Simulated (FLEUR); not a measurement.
# Magnetic state of Fe3Ge from several starts, part 3 of 3

A self-consistent run ends on one state, which hangs on the start. Several orders of Fe3Ge are started in FLEUR and their energies compared.

FLEUR MaX-R8.1; LDA (VWN); all-electron FLAPW, Dirac cores, scalar-relativistic bands.

So far, largest spin moment in the muffin-tin sphere (μB): step 2 (run 1 (ferro +++)) 2.18; step 3 (start 2: antiferro q=(0,1/2,1/2) +-+-+-) 2.07; step 4 (start 3: antiferro q=(0,0,1/2) +-+--+) 2.00.

### 5. Run 4 (no spin polarisation)

A spinless run gives the zero against which the gain from the moments is read.

The k list default-1 (kpts.xml, not shown) is a Γ-centred 8×8×8 mesh.

inp.xml

```
<?xml version="1.0" encoding="UTF-8" standalone="no"?>
<fleurInput fleurInputVersion="0.39">
   <comment>
      Fe3Ge
   </comment>
   <calculationSetup>
      <cutoffs Kmax="3.6" Gmax="10.8" GmaxXC="10.8" numbands="0"/>
      <scfLoop itmax="90" minDistance="0.00002" maxIterBroyd="15" imix="Anderson" alpha="0.05" precondParam="0.0" spinf="2.0" sdNocoIR="T"/>
      <coreElectrons ctail="T" frcor="F" kcrel="0" coretail_lmax="0"/>
      <xcFunctional name="vwn" relativisticCorrections="F"/>
      <magnetism jspins="1"/>
      <soc l_soc="F" theta="0.0" phi="0.0" spav="F"/>
      <expertModes spex="0" secvar="F"/>
      <geometryOptimization l_f="F" forcealpha="1.0" forcemix="BFGS" epsdisp="0.00001" epsforce="0.00001"/>
      <ldaU l_linMix="F" mixParam="0.05" spinf="1.0"/>
   </calculationSetup>
   <cell>
      <bzIntegration valenceElectrons="62.0" mode="hist" fermiSmearingEnergy="0.00183747">
         <kPointListSelection listName="default-1"/>
         <xi:include xmlns:xi="http://www.w3.org/2001/XInclude" href="kpts.xml"> </xi:include>
      </bzIntegration>
      <xi:include xmlns:xi="http://www.w3.org/2001/XInclude" href="sym.xml"> </xi:include>
      <bulkLattice scale="1.0">
         <bravaisMatrix>
            <row-1>    6.9173434617558840     0.0000000000000000     0.0000000000000000</row-1>
            <row-2>    0.0000000000000000     6.9173434617558840     0.0000000000000000</row-2>
            <row-3>    0.0000000000000000     0.0000000000000000     6.9173434617558840</row-3>
         </bravaisMatrix>
      </bulkLattice>
   </cell>
   <atomSpecies>
      <species name="Iron (Fe)" element="Fe" atomicNumber="26">
         <mtSphere radius="2.38" gridPoints="787" logIncrement="0.016"/>
         <atomicCutoffs lmax="8" lnonsphr="6"/>
         <electronConfig flipSpins="F">
            <coreConfig>(1s1/2) (2s1/2) (2p1/2) (2p3/2)</coreConfig>
            <valenceConfig>(3s1/2) (3p1/2) (3p3/2) (4s1/2) (3d3/2) (3d5/2)</valenceConfig>
            <stateOccupation state="(3d3/2)" spinUp="1.200000" spinDown="1.200000"/>
            <stateOccupation state="(3d5/2)" spinUp="1.800000" spinDown="1.800000"/>
         </electronConfig>
         <energyParameters s="4" p="4" d="3" f="4"/>
         <lo type="SCLO" l="0" n="3" eDeriv="0"/>
         <lo type="SCLO" l="1" n="3" eDeriv="0"/>
      </species>
      <species name="Germanium (Ge)" element="Ge" atomicNumber="32">
         <mtSphere radius="2.38" gridPoints="787" logIncrement="0.016"/>
         <atomicCutoffs lmax="8" lnonsphr="6"/>
         <electronConfig flipSpins="F">
            <coreConfig>(1s1/2) (2s1/2) (2p1/2) (2p3/2) (3s1/2) (3p1/2) (3p3/2)</coreConfig>
            <valenceConfig>(4s1/2) (3d3/2) (3d5/2) (4p1/2) (4p3/2)</valenceConfig>
            <stateOccupation state="(4p1/2)" spinUp="0.333333" spinDown="0.333333"/>
            <stateOccupation state="(4p3/2)" spinUp="0.666667" spinDown="0.666667"/>
         </electronConfig>
         <energyParameters s="4" p="4" d="3" f="4"/>
      </species>
   </atomSpecies>
   <atomGroups>
      <atomGroup species="Iron (Fe)">
         <relPos label="                   1">.0000000000 1.000/2.000 1.000/2.000</relPos>
         <relPos label="                   2">1.000/2.000 1.000/2.000 .0000000000</relPos>
         <relPos label="                   3">1.000/2.000 .0000000000 1.000/2.000</relPos>
         <force calculate="T" relaxXYZ="TTT"/>
      </atomGroup>
      <atomGroup species="Germanium (Ge)">
         <relPos label="                   4">.0000000000 .0000000000 .0000000000</relPos>
         <force calculate="T" relaxXYZ="TTT"/>
      </atomGroup>
   </atomGroups>
   <output dos="F" band="F" slice="F">
      <bandDOS minEnergy="-.5*Htr" maxEnergy="0.5*Htr" sigma="0.015" storeEVData="T"/>
      <plotting iplot="0" polar="F">
         <plot TwoD="T" vec1="  1.0  0.0  0.0" vec2="  0.0  1.0  0.0" vec3="  0.0  0.0  1.0" zero="  0.0  0.0  0.0" file="plot"/>
      </plotting>
      <moessbauerParams electricFieldGradient="F" isomerShift="F" coreHyperfine="F" valenceHyperfine="F"/>
   </output>
</fleurInput>
```

crystal.txt

```
Fe3Ge
&input film=F cartesian=F /
3.66050052000  0.00000000000  0.00000000000
0.00000000000  3.66050052000  0.00000000000
0.00000000000  0.00000000000  3.66050052000
1.8897261246
1.0 1.0 1.0

4
26 0.00000000000  0.50000000000  0.50000000000
26 0.50000000000  0.50000000000  0.00000000000
26 0.50000000000  0.00000000000  0.50000000000
32 0.00000000000  0.00000000000  0.00000000000

&kpt div1=8 div2=8 div3=8 gamma=T /
```

The run is started by

```console
> OMP_NUM_THREADS=1 inpgen -f crystal.txt > inpgen.log  # inp.xml is then edited as shown
> OMP_NUM_THREADS=1 mpirun -n 4 fleur_MPI > fleur.log
```

The program printed:

```text
[banner, memory and clock lines left out]
Welcome to FLEUR        (www.flapw.de)
      MaX-Release 8.1          (www.max-centre.eu)

 ========== k-point set info ==========
 Selected k-point list: default-1
 k-point list type: mesh
 0 x 0 x 0
 Number of k points: 36

 [... set-up left out ...]
 Iteration:     1   Distance:       9.24890945 me/bohr^3
 Iteration:     2   Distance:       8.07097289 me/bohr^3
 Iteration:     3   Distance:       5.88521313 me/bohr^3
 Iteration:     4   Distance:       2.50684716 me/bohr^3
 Iteration:     5   Distance:       2.07949879 me/bohr^3
[...]
<FermiEnergy value="0.3496687964" units="Htr"/>
         [... left out ...]
         <totalEnergy value="    -5907.9249063389" units="Htr">
            <sumOfEigenvalues value="    -3403.4872482305">
               <coreElectrons value="-3359.7376617139"/>
               <valenceElectrons value="-43.7495865166"/>
            </sumOfEigenvalues>
         [... left out ...]
            <freeEnergy value="-5907.9286962920"/>
            <extrapolationTo0K value="-5907.9268013155"/>
         </totalEnergy>
         <densityConvergence units="me/bohr^3">
            <chargeDensity spin="1" distance="0.0000104098"/>
         </densityConvergence>
      </iteration>
```

Wall time 6.9 s (4 MPI ranks of Intel Xeon 6975P-C (Granite Rapids), shared host); peak memory 0.21 GiB; 27 s of CPU time.

This step gave:

- free energy: -160762.9297 eV
- program's band gap on this mesh (in a metal only a level spacing): 0.01035 eV
- final state: non-magnetic (no spin polarisation)

It lies 349 meV a seeded atom over the first start.

### 6. The states side by side

Free energies are divided by the number of seeded atoms, so that cells of unlike size compare. Wavevectors q in the names are fractions of the primitive cell's reciprocal vectors.

Orders:

| start | final state | typed order kept | energy over the lowest (meV a seeded atom) | largest sphere moment (μB) | net moment (μB a primitive cell) | mesh matched | CPU time (s) |
| --- | --- | --- | --- | --- | --- | --- | --- |
| ferro +++ | ferromagnetic, with opposed induced moments | yes | 0 | 2.181 | 6.386 | yes | 61.72 |
| antiferro q=(0,1/2,1/2) +-+-+- | antiferromagnetic | yes | 117.9 | 2.074 | 0 | yes | 1532 |
| antiferro q=(0,0,1/2) +-+--+ | antiferromagnetic | yes | 162.9 | 1.998 | 0 | yes | 773.2 |
| no spin polarisation | non-magnetic | - | 348.8 | 0 | 0 | yes | 26.53 |

### 7. Spin–orbit coupling, moments along [001]

Spin–orbit coupling ties the spins to the lattice and lets orbital moments form.

A new self-consistent run of the start ferro +++, with the moments along z.

inp.xml

```
<?xml version="1.0" encoding="UTF-8" standalone="no"?>
<fleurInput fleurInputVersion="0.39">
   <comment>
      Fe3Ge
   </comment>
   <calculationSetup>
      <cutoffs Kmax="3.6" Gmax="10.8" GmaxXC="10.8" numbands="142"/>
      <scfLoop itmax="90" minDistance="0.00002" maxIterBroyd="15" imix="Anderson" alpha="0.05" precondParam="0.0" spinf="2.0" sdNocoIR="T"/>
      <coreElectrons ctail="T" frcor="F" kcrel="0" coretail_lmax="0"/>
      <xcFunctional name="vwn" relativisticCorrections="F"/>
      <magnetism jspins="2"/>
      <soc l_soc="T" theta="0.0" phi="0.0" spav="F"/>
      <expertModes spex="0" secvar="F"/>
      <geometryOptimization l_f="F" forcealpha="1.0" forcemix="BFGS" epsdisp="0.00001" epsforce="0.00001"/>
      <ldaU l_linMix="F" mixParam="0.05" spinf="1.0"/>
   </calculationSetup>
   <cell>
      <bzIntegration valenceElectrons="62.0" mode="hist" fermiSmearingEnergy="0.00183747">
         <kPointListSelection listName="default-1"/>
         <xi:include xmlns:xi="http://www.w3.org/2001/XInclude" href="kpts.xml"> </xi:include>
      </bzIntegration>
      <xi:include xmlns:xi="http://www.w3.org/2001/XInclude" href="sym.xml"> </xi:include>
      <bulkLattice scale="1.0">
         <bravaisMatrix>
            <row-1>    6.9173434617558840     0.0000000000000000     0.0000000000000000</row-1>
            <row-2>    0.0000000000000000     6.9173434617558840     0.0000000000000000</row-2>
            <row-3>    0.0000000000000000     0.0000000000000000     6.9173434617558840</row-3>
         </bravaisMatrix>
      </bulkLattice>
   </cell>
   <atomSpecies>
      <species name="Iron (Fe) 2.800" element="Fe" atomicNumber="26">
         <mtSphere radius="2.38" gridPoints="787" logIncrement="0.016"/>
         <atomicCutoffs lmax="8" lnonsphr="6"/>
         <electronConfig flipSpins="F">
            <coreConfig>(1s1/2) (2s1/2) (2p1/2) (2p3/2)</coreConfig>
            <valenceConfig>(3s1/2) (3p1/2) (3p3/2) (4s1/2) (3d3/2) (3d5/2)</valenceConfig>
            <stateOccupation state="(3d3/2)" spinUp="1.4" spinDown="1.0"/>
            <stateOccupation state="(3d5/2)" spinUp="3.0" spinDown="0.6"/>
         </electronConfig>
         <energyParameters s="4" p="4" d="3" f="4"/>
         <lo type="SCLO" l="0" n="3" eDeriv="0"/>
         <lo type="SCLO" l="1" n="3" eDeriv="0"/>
      </species>
      <species name="Germanium (Ge)" element="Ge" atomicNumber="32">
         <mtSphere radius="2.38" gridPoints="787" logIncrement="0.016"/>
         <atomicCutoffs lmax="8" lnonsphr="6"/>
         <electronConfig flipSpins="F">
            <coreConfig>(1s1/2) (2s1/2) (2p1/2) (2p3/2) (3s1/2) (3p1/2) (3p3/2)</coreConfig>
            <valenceConfig>(4s1/2) (3d3/2) (3d5/2) (4p1/2) (4p3/2)</valenceConfig>
            <stateOccupation state="(4p1/2)" spinUp="0.333333" spinDown="0.333333"/>
            <stateOccupation state="(4p3/2)" spinUp="0.666667" spinDown="0.666667"/>
         </electronConfig>
         <energyParameters s="4" p="4" d="3" f="4"/>
      </species>
   </atomSpecies>
   <atomGroups>
      <atomGroup species="Iron (Fe) 2.800">
         <relPos label="                   1">.0000000000 1.000/2.000 1.000/2.000</relPos>
         <relPos label="                   3">1.000/2.000 .0000000000 1.000/2.000</relPos>
         <force calculate="T" relaxXYZ="TTT"/>
      </atomGroup>
      <atomGroup species="Iron (Fe) 2.800">
         <relPos label="                   2">1.000/2.000 1.000/2.000 .0000000000</relPos>
         <force calculate="T" relaxXYZ="TTT"/>
      </atomGroup>
      <atomGroup species="Germanium (Ge)">
         <relPos label="                   4">.0000000000 .0000000000 .0000000000</relPos>
         <force calculate="T" relaxXYZ="TTT"/>
      </atomGroup>
   </atomGroups>
   <output dos="F" band="F" slice="F">
      <bandDOS minEnergy="-.5*Htr" maxEnergy="0.5*Htr" sigma="0.015" storeEVData="T"/>
      <plotting iplot="0" polar="F">
         <plot TwoD="T" vec1="  1.0  0.0  0.0" vec2="  0.0  1.0  0.0" vec3="  0.0  0.0  1.0" zero="  0.0  0.0  0.0" file="plot"/>
      </plotting>
      <moessbauerParams electricFieldGradient="F" isomerShift="F" coreHyperfine="F" valenceHyperfine="F"/>
   </output>
</fleurInput>
```

crystal.txt

```
Fe3Ge
&input film=F cartesian=F /
3.66050052000  0.00000000000  0.00000000000
0.00000000000  3.66050052000  0.00000000000
0.00000000000  0.00000000000  3.66050052000
1.8897261246
1.0 1.0 1.0

4
26 0.00000000000  0.50000000000  0.50000000000 : 2.800
26 0.50000000000  0.50000000000  0.00000000000 : 2.800
26 0.50000000000  0.00000000000  0.50000000000 : 2.800
32 0.00000000000  0.00000000000  0.00000000000

&soc 0.0000000 0.0000000 /
&kpt div1=8 div2=8 div3=8 gamma=T /
```

The program printed:

```text
[banner, memory and clock lines left out]
Welcome to FLEUR        (www.flapw.de)
      MaX-Release 8.1          (www.max-centre.eu)

 ========== k-point set info ==========
 Selected k-point list: default-1
 k-point list type: mesh
 0 x 0 x 0
 Number of k points: 92

 [... set-up left out ...]
 Iteration:     1   Distance:      13.71227501 me/bohr^3
 Iteration:     2   Distance:      13.11254289 me/bohr^3
 Iteration:     3   Distance:       8.07273599 me/bohr^3
 Iteration:     4   Distance:       4.29474643 me/bohr^3
 Iteration:     5   Distance:       3.52137025 me/bohr^3
 Iteration:     6   Distance:       1.47868898 me/bohr^3
 Iteration:     7   Distance:       1.22491823 me/bohr^3
 Iteration:     8   Distance:       0.90984194 me/bohr^3
 Iteration:     9   Distance:       0.85497992 me/bohr^3
 Iteration:    10   Distance:       0.22341024 me/bohr^3
 Iteration:    11   Distance:       0.16223742 me/bohr^3
 Iteration:    12   Distance:       0.05100997 me/bohr^3
 Iteration:    13   Distance:       0.06253965 me/bohr^3
 Iteration:    14   Distance:       0.00986490 me/bohr^3
[... lines left out ...]
 Iteration:    19   Distance:       0.00254782 me/bohr^3
 Iteration:    20   Distance:       0.00087528 me/bohr^3
 Iteration:    21   Distance:       0.00032864 me/bohr^3
 Iteration:    22   Distance:       0.00029031 me/bohr^3
 Iteration:    23   Distance:       0.00007651 me/bohr^3
 Iteration:    24   Distance:       0.00002320 me/bohr^3
 Iteration:    25   Distance:       0.00001308 me/bohr^3

 ********************************************************************
 Run finished successfully
 Stop message:
   all done
 ********************************************************************

--- out.xml (last complete iteration) ---
<iteration numberForCurrentRun="   25" overallNumber="   25">
         [... left out ...]
         <bandgap value="0.0010516367" units="eV"/>
         <sumValenceSingleParticleEnergies value="-43.6560031999" units="Htr"/>
         <FermiEnergy value="0.3690064299" units="Htr"/>
         [... left out ...]
         <magneticMomentsInMTSpheres units="muBohr">
            <globalMagMoment atomType="1" vec="0.00000   0.00000   2.17957"/>
            <globalMagMoment atomType="2" vec="0.00000   0.00000   2.17934"/>
            <globalMagMoment atomType="3" vec="0.00000   0.00000  -0.11504"/>
         </magneticMomentsInMTSpheres>
         <orbitalMomentsInMTSpheres units="muBohr">
            <globalMagMoment atomType="1" vec="0.00000   0.00000   0.05802"/>
            <globalMagMoment atomType="2" vec="0.00000   0.00000   0.06535"/>
            <globalMagMoment atomType="3" vec="0.00000   0.00000  -0.00073"/>
         </orbitalMomentsInMTSpheres>
         [... left out ...]
         <totalEnergy value="    -5907.9681829381" units="Htr">
            <sumOfEigenvalues value="    -3403.0102074217">
               <coreElectrons value="-3359.3542042218"/>
               <valenceElectrons value="-43.6560031999"/>
            </sumOfEigenvalues>
         [... left out ...]
            <freeEnergy value="-5907.9692062078"/>
            <extrapolationTo0K value="-5907.9686945729"/>
         </totalEnergy>
         <densityConvergence units="me/bohr^3">
            <chargeDensity spin="1" distance="0.0000054347"/>
            <chargeDensity spin="2" distance="0.0000101286"/>
            <overallChargeDensity distance="0.0000130774"/>
            <spinDensity distance="0.0000096557"/>
         </densityConvergence>
      </iteration>
```

Wall time 2.9 min (4 MPI ranks); peak memory 0.58 GiB.

Spin moment in the muffin-tin sphere by atom:

| atom | spin moment in the muffin-tin sphere (μB) |
| --- | --- |
| Fe1 | 2.18 |
| Fe2 | 2.18 |
| Fe3 | 2.18 |
| Ge4 | -0.12 |

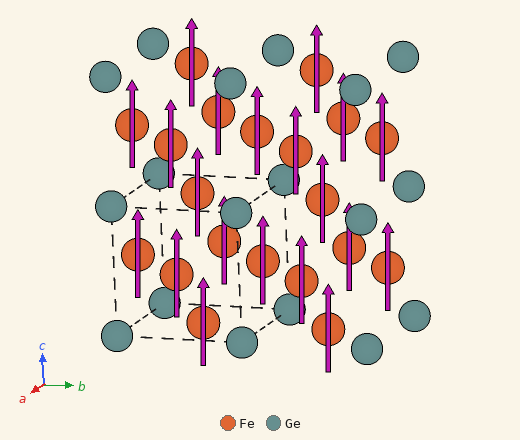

Spin moment in the muffin-tin sphere as arrows, the longest 2.18 μB. Up and down stand for the sign. Arrows give size and sign along the axis of quantisation, drawn up and down the page. 1×2×2 cells are drawn. Some periodic images of atoms are drawn too.

This step gave:

| Item | Value |
| --- | --- |
| free energy | -160764.0320 eV |
| program's band gap on this mesh (in a metal only a level spacing) | 0.001052 eV |
| magnetization | 6.381 μB |
| final state | ferromagnetic, with opposed induced moments |
| orbital moment along the spin | 0.05802 μB |

Orbital moment in the sphere, along the spin axis by atom:

| atom | orbital moment in the sphere, along the spin axis (μB) |
| --- | --- |
| Fe1 | 0.0580 |
| Fe2 | 0.0654 |
| Fe3 | 0.0580 |
| Ge4 | -0.0007 |

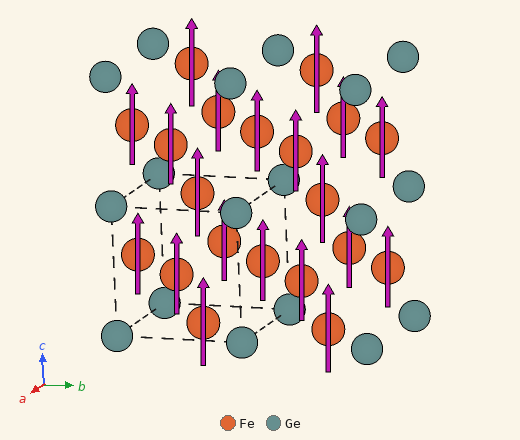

Orbital moment in the sphere, along the spin axis as arrows, the longest 0.0654 μB. Up and down stand for the sign. Arrows give size and sign along the axis of quantisation, drawn up and down the page. 1×2×2 cells are drawn. Some periodic images of atoms are drawn too.

### 8. Outcome

```yaml
lowest_state_found: ferromagnetic (typed ferro +++)
largest_site_spin_moment: 2.18 μB
next_finished_state: antiferromagnetic, 118 meV a seeded atom higher
energy_gained_by_spin_polarisation: 349 meV a seeded atom
orbital_moment_on_the_atom_of_largest_spin_along_its_spin_spin_orbit_run: 0.0580 μB
```

The lowest state found is ferromagnetic, reached from the start ferro +++, with moments up to 2.18 μB. The next finished state costs 118 meV a seeded atom. The orbital moment is parallel to the spin. Only 4 starts were tried; other patterns of signs, canted and longer-period orders were not.

[Logs and program files are shortened in this print: banners, set-up blocks, solver, clock and traceback lines can be left out without a mark of their own.]

[Logs are printed without paths, hosts, clocks, repeated set-up lines and the standing remarks that a program may print on its own settings, such as how far it seeks lower states.]

[Hosts, paths, dates, database ids (printed as entryN), source tags and the programs' standing remarks are cut or masked in the printed files.]

[Where a cell is said to come from a database of computed structures, the database is the Materials Project.]
